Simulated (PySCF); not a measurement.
Input

```
{"job": {"kind": "uv", "xc": "PBE0", "basis": "def2-SVPD", "nstates": 6, "ntriplets": 2}, "charge": 0, "multiplicity": 1}
Si     2.356267     0.862140     0.710270
O      1.477301     0.184166    -0.464786
B      0.512837    -0.555099    -0.957628
P     -0.718002    -1.510502     0.112631
Si    -2.533123    -0.308333    -0.334242
H      1.834694     0.552283     2.045932
H      2.240066     2.290249     0.424917
H      3.688658     0.299766     0.514986
H      0.411953    -0.659267    -2.129057
H     -0.429002    -0.926940     1.330784
H     -3.039048    -0.767729    -1.627320
H     -3.475590    -0.606935     0.743682
H     -2.331400     1.146686    -0.387896
```

Run with:

```sh
OMP_NUM_THREADS=1 python probes_run.py task.json out
```

Geometry: GFN2-xTB.

Theory: PySCF, PBE0/def2-SVPD, SCF density, gas phase.

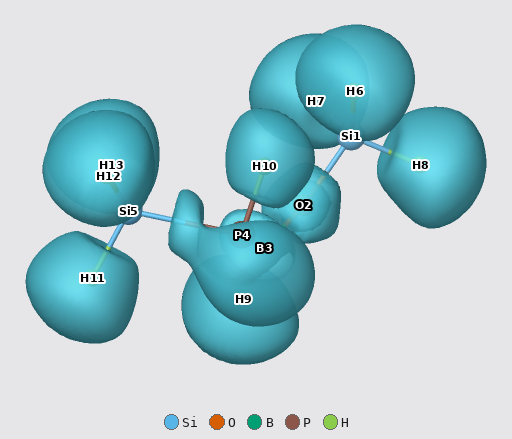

BH$_{8}$OPSi$_{2}$ (SMILES [SiH3]OBP[SiH3]). Isosurface of the ELF at 0.8 (cyan), seen at a tilt. Only the valence region is drawn (cores and ρ < 0.01 e/Å³ removed).

Describe the localisation domains.

The ELF exceeds this value in eight regions around hydrogen nuclei, one region on O in which the atom's valence shell and bonds are merged and one region on P in which the atom's valence shell and bonds are merged.

Values along the shortest contacts:
B–O (1.31 Å): the ELF peaks at about 0.90 between the atoms (a polar covalent bond). Si–O (1.62 Å): the ELF peaks at about 0.85 between the atoms (a polar covalent bond).
